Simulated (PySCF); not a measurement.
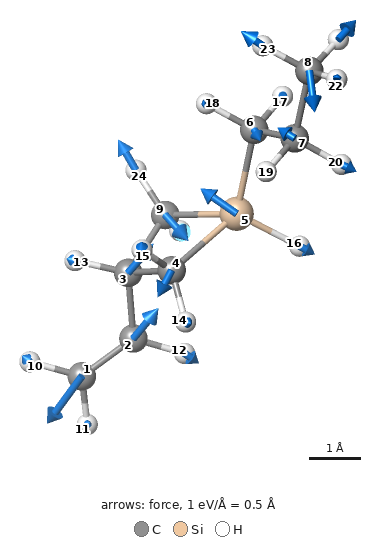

Starting geometry of C8H16Si with the computed forces as blue arrows. Style: ball-and-stick. Shown from a free direction.

The start comes from GFN2-xTB. Its atoms were then displaced at random by about 0.01 Å.

Theory: PBE0-D3(BJ)/def2-SVP geometry optimisation, gas phase (PySCF 2.14.0, density-fitted response routines). 

> Is this structure relaxed? If not, where do the atoms go?

It isn't relaxed: the largest force vector, on a C atom, is 2.59 eV/Å. The final displacements have little in common with the starting forces (cosine between the two patterns 0.06). An H atom moves most after the best rigid fit: 0.53 Å. Largest moves by element: H 0.53 Å, C 0.34 Å, Si 0.22 Å. Some distances before and after: C–H 1.062 → 1.103 Å, H–Si 1.460 → 1.500 Å, C–C 1.300 → 1.333 Å, C–Si 1.930 → 1.897 Å. Among the angles between lasting bonds that change: Si–C–H 117.9° → 110.5°, Si–C–H 115.7° → 122.7°, C–C–H 109.0° → 115.5°. The energy falls by 0.307 eV in 12 geometry steps. The run took 5.8 min on 1 thread of Arm Neoverse V2 (shared host).
